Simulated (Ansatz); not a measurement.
Run report: ZrNH₅O₂F₂, nudged elastic band

ZrNH₅O₂F₂, computed with RKS PBE-D4/def2-SVP (Ansatz 0.2.0).

One setting was made poor on purpose. It belongs to a series of runs on one base structure; here: band between the two ends. Figures and captions count atoms from 1; the log counts them from 0 in places.

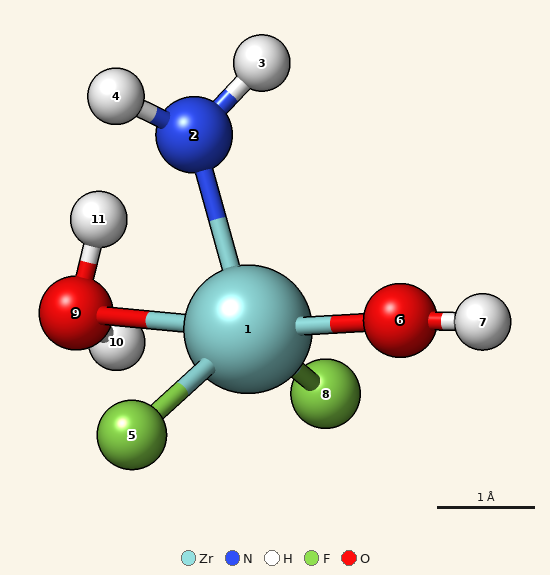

Figure 1. The structure as given in the input (ball-and-stick view, seen at a tilt; atoms are numbered from 1 in the order of the input). Sticks mark near contacts. Bond lengths as drawn: F–Zr 1.93 to 1.95 Å, H–N 1.03 Å, H–O 0.97 to 1.00 Å, N–Zr 2.10 Å and O–Zr 1.93 to 2.43 Å.

## Key numbers

```csv
quantity,value
outcome,converged
"barrier, forward",0.073 eV
"barrier, backward",0.994 eV
hardware,"4 threads of Arm Neoverse V1, 24 GiB of memory available, shared host"
wall time,1.9 min (CPU time 7 min)
peak memory,0.2 GiB
```

## Remarks

A deliberately poor setting: few images. The order of the saddle point was not checked.

## The input
```yaml
crystal:
  periodic: [false, false, false]
  atoms:
    - { symbol: Zr, position_ang: [0.077834, -0.116727, 0.13773] }
    - { symbol: "N", position_ang: [-0.015667, -0.028844, 2.238277] }
    - { symbol: H, position_ang: [-0.896258, 0.179173, 2.725867] }
    - { symbol: H, position_ang: [0.741699, 0.356741, 2.81868] }
    - { symbol: F, position_ang: [1.755265, 0.441056, -0.627751] }
    - { symbol: O, position_ang: [-1.158276, 1.2607, -0.397772] }
    - { symbol: H, position_ang: [-1.840263, 1.857698, -0.731305] }
    - { symbol: F, position_ang: [-0.872086, -1.66648, -0.567179] }
    - { symbol: O, position_ang: [1.299649, -2.009627, 1.042842] }
    - { symbol: H, position_ang: [0.797843, -2.781838, 0.714011] }
    - { symbol: H, position_ang: [0.820659, -1.727451, 1.876499] }
basis:
  gaussian: { orbitals: def2-SVP }
hamiltonian:
  xc: pbe
  dispersion: d4
neb:
  order_check: false
  images: 3
  f_tol: 0.05
  max_iterations: 60
  climbing: true
  final_atoms:
    - { symbol: Zr, position_ang: [0.26034902, -0.40588204, -0.06335898] }
    - { symbol: "N", position_ang: [0.39030642, 0.07431551, 2.3493308] }
    - { symbol: H, position_ang: [-0.35040853, 0.70240636, 2.68726643] }
    - { symbol: H, position_ang: [1.29105171, 0.48923364, 2.62290811] }
    - { symbol: F, position_ang: [1.9200927, 0.61212916, 0.00502342] }
    - { symbol: O, position_ang: [-1.39355538, 0.63514122, -0.00470453] }
    - { symbol: H, position_ang: [-2.29638749, 0.76220755, -0.32863504] }
    - { symbol: F, position_ang: [0.28518722, -0.99607904, -1.90907812] }
    - { symbol: O, position_ang: [0.21133569, -2.21954465, 0.73714183] }
    - { symbol: H, position_ang: [0.09814177, -3.0708003, 0.28228372] }
    - { symbol: H, position_ang: [0.29428586, -0.81872642, 2.85172136] }
  initial_path:
    images:
      - { positions_ang: [[0.077834, -0.116727, 0.13773], [-0.015667, -0.028844, 2.238277], [-0.896258, 0.179173, 2.725867], [0.741699, 0.356741, 2.81868], [1.755265, 0.441056, -0.627751], [-1.158276, 1.2607, -0.397772], [-1.840263, 1.857698, -0.731305], [-0.872086, -1.66648, -0.567179], [1.299649, -2.009627, 1.042842], [0.797843, -2.781838, 0.714011], [0.820659, -1.727451, 1.876499]] }
      - { positions_ang: [[0.03671356, -0.05755233, 0.0694137], [-0.01044461, -0.01732836, 2.39968173], [-0.88764383, -0.05505671, 2.90792706], [0.80497331, 0.3156617, 2.95543064], [1.80901508, 0.23363925, -0.64264515], [-1.0789578, 1.47072309, -0.5407089], [-1.89737889, 1.6483854, -0.81917888], [-0.8945908, -1.64492395, -0.61519731], [1.2773686, -1.93669944, 0.893113], [0.7483548, -2.74209067, 0.685141], [0.80298959, -1.45035697, 1.9369221]] }
      - { positions_ang: [[-0.00440688, 0.00162233, 0.00109739], [-0.00522222, -0.00581272, 2.56108647], [-0.87902966, -0.28928643, 3.08998712], [0.86824761, 0.27458241, 3.09218128], [1.86276516, 0.0262225, -0.65753929], [-0.9996396, 1.68074618, -0.68364579], [-1.95449477, 1.43907279, -0.90705276], [-0.9170956, -1.6233679, -0.66321562], [1.2550882, -1.86377188, 0.743384], [0.6988666, -2.70234333, 0.656271], [0.78532018, -1.17326294, 1.99734519]] }
      - { positions_ang: [[0.12797107, -0.20212985, -0.03113079], [0.1925421, 0.0342514, 2.45520863], [-0.6147191, 0.20655997, 2.88862678], [1.07964966, 0.38190802, 2.85754469], [1.89142893, 0.31917583, -0.32625793], [-1.19659749, 1.1579437, -0.34417516], [-2.12544113, 1.10064017, -0.6178439], [-0.31595419, -1.30972347, -1.28614687], [0.73321194, -2.04165827, 0.74026291], [0.39850419, -2.88657181, 0.46927736], [0.53980302, -0.99599468, 2.42453328]] }
      - { positions_ang: [[0.26034902, -0.40588204, -0.06335898], [0.39030642, 0.07431551, 2.3493308], [-0.35040853, 0.70240636, 2.68726643], [1.29105171, 0.48923364, 2.62290811], [1.9200927, 0.61212916, 0.00502342], [-1.39355538, 0.63514122, -0.00470453], [-2.29638749, 0.76220755, -0.32863504], [0.28518722, -0.99607904, -1.90907812], [0.21133569, -2.21954465, 0.73714183], [0.09814177, -3.0708003, 0.28228372], [0.29428586, -0.81872642, 2.85172136]] }
```

Launch command:
```bash
ansatz run input.yaml --threads 4 --pin off --max-ram 5120MiB --backend cpu --events-out ev --progress --plain --runs-dir out
```

## Log
```
Engine: ansatz 0.2.0, aarch64-unknown-linux-gnu
Functional definition: PBE
  parameter kappa = 0.804
  parameter beta = 0.06672455060314922
  exchange = pbe_x(kappa = kappa, mu = beta*pi^2/3)
  correlation = pbe_c(beta = beta)
1322 factors; their error is unknown
mean field evaluation 1: about -12348.1346 eV, gradient 1.1e2 eV
mean field evaluation 2: about -12170.2352 eV, gradient 2.9e2 eV
mean field evaluation 4: about -12366.8497 eV, gradient 3.0e1 eV
mean field evaluation 8: about -12368.4139 eV, gradient 3.5e-1 eV
mean field evaluation 16: about -12368.3655 eV, gradient 4.4e-4 eV
mean field -12368.36548107 eV, -454.5290478500 hartree, gradient 6.0e-5 eV, S^2 0.000000; 0 other end points of the search recorded, 0 dependent functions left out
the calculation of the forces begins
reference -12368.36556950 eV, -454.5290510999 hartree; 29, 29 occupied and 97, 97 virtual orbitals, 1322 factors
1322 factors; their error is unknown
mean field evaluation 32: about -12369.2870 eV, gradient 1.5e-1 eV
mean field -12369.28705849 eV, -454.5629151958 hartree, gradient 5.2e-5 eV, S^2 0.000000; 0 other end points of the search recorded, 0 dependent functions left out
[... from here on the field's lines of each further geometry are left out, up to the last ...]
NEB iter   1: max|band force component| = 6.358e0 eV/Å  barrier→ = 2.6560 eV  barrier← = 3.5766 eV  Δτ_max = 0.2000 Å  (154 SCF iters)
NEB iter   2: max|band force component| = 2.541e0 eV/Å  barrier→ = 1.1569 eV  barrier← = 2.0776 eV  Δτ_max = 0.2000 Å  (109 SCF iters)
NEB iter   3: max|band force component| = 2.485e0 eV/Å  barrier→ = 0.4080 eV  barrier← = 1.3287 eV  Δτ_max = 0.0989 Å  (103 SCF iters)
NEB iter   4: max|band force component| = 1.762e0 eV/Å  barrier→ = 0.1368 eV  barrier← = 1.0575 eV  Δτ_max = 0.1985 Å  (97 SCF iters)
NEB iter   5: max|band force component| = 1.177e0 eV/Å  barrier→ = 0.1390 eV  barrier← = 1.0597 eV  Δτ_max = 0.1962 Å  (105 SCF iters)
NEB iter   6: max|band force component| = 5.074e-1 eV/Å  barrier→ = 0.1156 eV  barrier← = 1.0363 eV  Δτ_max = 0.2000 Å  (97 SCF iters)
NEB iter   7: max|band force component| = 3.243e-1 eV/Å  barrier→ = 0.1057 eV  barrier← = 1.0263 eV  CI = image 1  Δτ_max = 0.0879 Å  (95 SCF iters)
NEB iter   8: max|band force component| = 3.324e-1 eV/Å  barrier→ = 0.1160 eV  barrier← = 1.0367 eV  CI = image 1  Δτ_max = 0.0443 Å  (91 SCF iters)
NEB iter   9: max|band force component| = 1.278e-1 eV/Å  barrier→ = 0.1100 eV  barrier← = 1.0307 eV  CI = image 1  Δτ_max = 0.0812 Å  (89 SCF iters)
NEB iter  10: max|band force component| = 1.207e-1 eV/Å  barrier→ = 0.1058 eV  barrier← = 1.0265 eV  CI = image 1  Δτ_max = 0.0662 Å  (90 SCF iters)
NEB iter  11: max|band force component| = 1.775e-1 eV/Å  barrier→ = 0.1008 eV  barrier← = 1.0215 eV  CI = image 1  Δτ_max = 0.0330 Å  (89 SCF iters)
NEB iter  12: max|band force component| = 4.390e-1 eV/Å  barrier→ = 0.0981 eV  barrier← = 1.0188 eV  CI = image 1  Δτ_max = 0.0165 Å  (89 SCF iters)
NEB iter  13: max|band force component| = 1.444e-1 eV/Å  barrier→ = 0.0962 eV  barrier← = 1.0169 eV  CI = image 1  Δτ_max = 0.0330 Å  (92 SCF iters)
NEB iter  14: max|band force component| = 1.203e-1 eV/Å  barrier→ = 0.0923 eV  barrier← = 1.0130 eV  CI = image 1  Δτ_max = 0.0664 Å  (91 SCF iters)
NEB iter  15: max|band force component| = 2.276e-1 eV/Å  barrier→ = 0.0863 eV  barrier← = 1.0070 eV  CI = image 1  Δτ_max = 0.0330 Å  (91 SCF iters)
NEB iter  16: max|band force component| = 8.193e-2 eV/Å  barrier→ = 0.0841 eV  barrier← = 1.0048 eV  CI = image 1  Δτ_max = 0.0667 Å  (91 SCF iters)
NEB iter  17: max|band force component| = 4.208e-1 eV/Å  barrier→ = 0.0800 eV  barrier← = 1.0007 eV  CI = image 1  Δτ_max = 0.0334 Å  (89 SCF iters)
NEB iter  18: max|band force component| = 6.380e-2 eV/Å  barrier→ = 0.0782 eV  barrier← = 0.9989 eV  CI = image 1  Δτ_max = 0.0662 Å  (90 SCF iters)
NEB iter  19: max|band force component| = 6.361e-2 eV/Å  barrier→ = 0.0755 eV  barrier← = 0.9962 eV  CI = image 1  Δτ_max = 0.0669 Å  (87 SCF iters)
NEB iter  20: max|band force component| = 1.474e-1 eV/Å  barrier→ = 0.0742 eV  barrier← = 0.9949 eV  CI = image 1  Δτ_max = 0.0334 Å  (89 SCF iters)
NEB iter  21: max|band force component| = 3.878e-2 eV/Å  barrier→ = 0.0734 eV  barrier← = 0.9941 eV  CI = image 1  Δτ_max = 0.0258 Å  (151 SCF iters)
NEB iter  22: max|band force component| = 5.419e-2 eV/Å  barrier→ = 0.0733 eV  barrier← = 0.9940 eV  CI = image 1  Δτ_max = 0.0311 Å  (31 SCF iters)
the calculation of the forces begins
reference -12369.22986334 eV, -454.5608133126 hartree; 29, 29 occupied and 97, 97 virtual orbitals, 1322 factors
1322 factors; their error is unknown
mean field evaluation 672: about -12368.2926 eV, gradient 7.4e-5 eV
mean field -12368.29257475 eV, -454.5263685924 hartree, gradient 2.0e-5 eV, S^2 0.000000; 1 other end points of the search recorded, 0 dependent functions left out
the calculation of the forces begins
reference -12368.29266221 eV, -454.5263718063 hartree; 29, 29 occupied and 97, 97 virtual orbitals, 1322 factors
NEB iter  23: max|band force component| = 4.518e-2 eV/Å  barrier→ = 0.0731 eV  barrier← = 0.9938 eV  CI = image 1  Δτ_max = 0.0000 Å  (185 SCF iters)
```

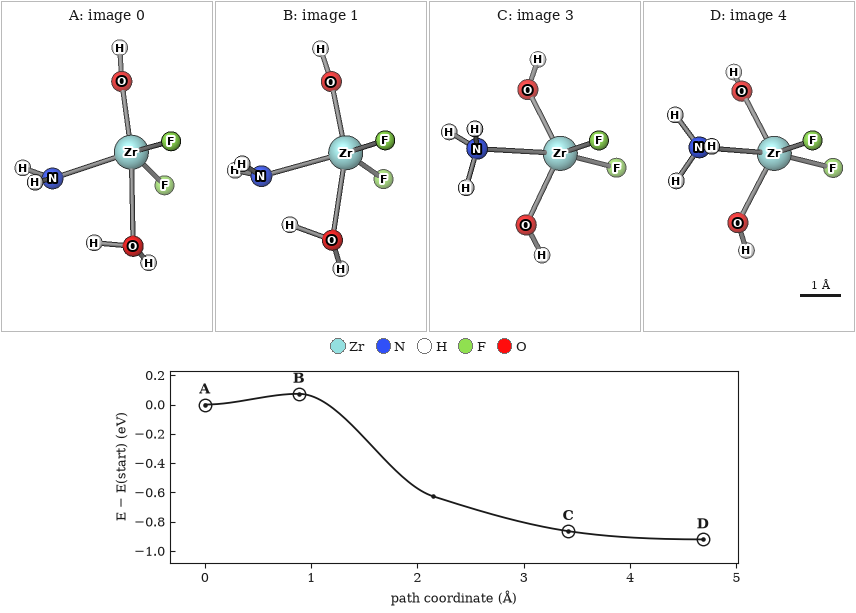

Figure 2. Images of the last band (counted from 0; ball-and-stick, seen at a tilt) above the energy along the path; the line is a cubic interpolation that uses the forces. The highest image is number 1, 0.073 eV above the start and 0.994 eV above the end (the climbing image); the end lies 0.921 eV below the start. The path is 4.68 Å long. The band converged in 23 iterations.

```
Total energy: -12368.51109217 eV, -454.5343989592 hartree
Atom 0 at     0.148454    -0.222295     0.005985 Å, force     0.004496    -0.042242    -0.023032 eV/Å
Atom 1 at     0.040470    -0.151879     2.219786 Å, force     0.001692     0.020006    -0.001574 eV/Å
Atom 2 at    -0.887959    -0.147569     2.662684 Å, force     0.000122    -0.003042     0.008318 eV/Å
Atom 3 at     0.603230     0.550527     2.719460 Å, force    -0.003081     0.001477     0.009347 eV/Å
Atom 4 at     1.797147     0.414477    -0.748987 Å, force     0.002138    -0.000022     0.004182 eV/Å
Atom 5 at    -1.059920     1.246858    -0.313860 Å, force     0.002719     0.008246     0.019846 eV/Å
Atom 6 at    -1.761781     1.906916    -0.384052 Å, force    -0.003867    -0.000484    -0.004198 eV/Å
Atom 7 at    -0.822946    -1.601115    -0.938561 Å, force     0.000559     0.005128     0.002328 eV/Å
Atom 8 at     1.138755    -1.962079     1.073435 Å, force     0.000788     0.002035     0.013972 eV/Å
Atom 9 at     0.834198    -2.883689     0.992453 Å, force     0.002520     0.006970    -0.005783 eV/Å
Atom 10 at     0.680749    -1.385751     1.941556 Å, force    -0.008087     0.001929    -0.023407 eV/Å
Dipole moment:    -0.461474     0.120695     0.667607 e Å
this run last wrote the band of iteration 23 to [file]; this run last wrote the band within `neb.f_tol` of iteration 21 to [file]
```

## The last band as extended XYZ (Å, eV, eV/Å)
```
11
Properties=species:S:1:pos:R:3:forces:R:3 image=0 energy=-12368.58415
Zr    0.0778   -0.1167    0.1377   -0.0087   0.0068   0.0028
N    -0.0157   -0.0288    2.2383    0.0029   0.0043   0.0094
H    -0.8963    0.1792    2.7259   -0.0003   0.0008  -0.0038
H     0.7417    0.3567    2.8187   -0.0026  -0.0014  -0.0032
F     1.7553    0.4411   -0.6278   -0.0003  -0.0039  -0.0001
O    -1.1583    1.2607   -0.3978   -0.0028  -0.0095  -0.0031
H    -1.8403    1.8577   -0.7313    0.0039   0.0058   0.0035
F    -0.8721   -1.6665   -0.5672    0.0053   0.0023  -0.0013
O     1.2996   -2.0096    1.0428    0.0101   0.0031  -0.0129
H     0.7978   -2.7818    0.7140   -0.0003  -0.0144  -0.0004
H     0.8207   -1.7275    1.8765   -0.0071   0.0059   0.0090
11
Properties=species:S:1:pos:R:3:forces:R:3 image=1 energy=-12368.51101
Zr    0.1485   -0.2223    0.0060    0.0045  -0.0422  -0.0230
N     0.0405   -0.1519    2.2198    0.0017   0.0200  -0.0016
H    -0.8880   -0.1476    2.6627    0.0001  -0.0030   0.0083
H     0.6032    0.5505    2.7195   -0.0031   0.0015   0.0093
F     1.7971    0.4145   -0.7490    0.0021   0.0000   0.0042
O    -1.0599    1.2469   -0.3139    0.0027   0.0082   0.0198
H    -1.7618    1.9069   -0.3841   -0.0039  -0.0005  -0.0042
F    -0.8229   -1.6011   -0.9386    0.0006   0.0051   0.0023
O     1.1388   -1.9621    1.0734    0.0008   0.0020   0.0140
H     0.8342   -2.8837    0.9925    0.0025   0.0070  -0.0058
H     0.6807   -1.3858    1.9416   -0.0081   0.0019  -0.0234
11
Properties=species:S:1:pos:R:3:forces:R:3 image=2 energy=-12369.21135
Zr    0.2051   -0.4055   -0.0866    0.0199  -0.0373  -0.0345
N     0.1574   -0.0492    2.3013    0.0305   0.0438   0.0140
H    -0.7843   -0.0065    2.7115    0.0247   0.0339   0.0104
H     0.7249    0.6785    2.7525    0.0193   0.0399   0.0106
F     1.8803    0.3795   -0.6331    0.0091  -0.0168   0.0196
O    -1.1010    1.0448   -0.1569   -0.0121  -0.0536   0.0398
H    -1.8214    1.6876   -0.1719   -0.0221  -0.0467   0.0394
F    -0.5419   -1.5004   -1.4939    0.0517   0.0122  -0.1076
O     0.6972   -2.0913    0.9509   -0.0868  -0.0451  -0.0370
H     0.7384   -2.9830    0.5677   -0.0080  -0.0232  -0.0802
H     0.5558   -0.9900    2.4883   -0.0262   0.0929   0.1255
11
Properties=species:S:1:pos:R:3:forces:R:3 image=3 energy=-12369.44819
Zr    0.2185   -0.4441   -0.0680    0.0452   0.0045  -0.0016
N     0.3435    0.0260    2.3329    0.0060   0.0100   0.0071
H    -0.6227    0.1823    2.6512    0.0199   0.0250   0.0203
H     0.9119    0.7996    2.7003    0.0177   0.0177  -0.0213
F     1.9184    0.4600   -0.2911   -0.0073   0.0037   0.0234
O    -1.3352    0.7520    0.1351   -0.0255  -0.0441   0.0304
H    -1.9313    1.2841   -0.4134   -0.0142  -0.0423  -0.0118
F    -0.1225   -1.1684   -1.8320    0.0439   0.0338  -0.0347
O     0.3141   -2.2102    0.8585   -0.0474  -0.0144  -0.0144
H     0.3464   -3.0651    0.3960   -0.0489  -0.0111  -0.0181
H     0.6691   -0.8519    2.7604    0.0104   0.0172   0.0205
11
Properties=species:S:1:pos:R:3:forces:R:3 image=4 energy=-12369.50484
Zr    0.2603   -0.4059   -0.0634   -0.0030  -0.0001   0.0018
N     0.3903    0.0743    2.3493    0.0000  -0.0022  -0.0017
H    -0.3504    0.7024    2.6873   -0.0022   0.0037   0.0011
H     1.2911    0.4892    2.6229    0.0018   0.0009  -0.0015
F     1.9201    0.6121    0.0050    0.0039   0.0026  -0.0007
O    -1.3936    0.6351   -0.0047   -0.0025   0.0027   0.0013
H    -2.2964    0.7622   -0.3286    0.0020  -0.0016   0.0011
F     0.2852   -0.9961   -1.9091    0.0014   0.0011  -0.0048
O     0.2113   -2.2195    0.7371    0.0009  -0.0064   0.0036
H     0.0981   -3.0708    0.2823   -0.0004   0.0013   0.0010
H     0.2943   -0.8187    2.8517   -0.0019  -0.0021  -0.0011
```
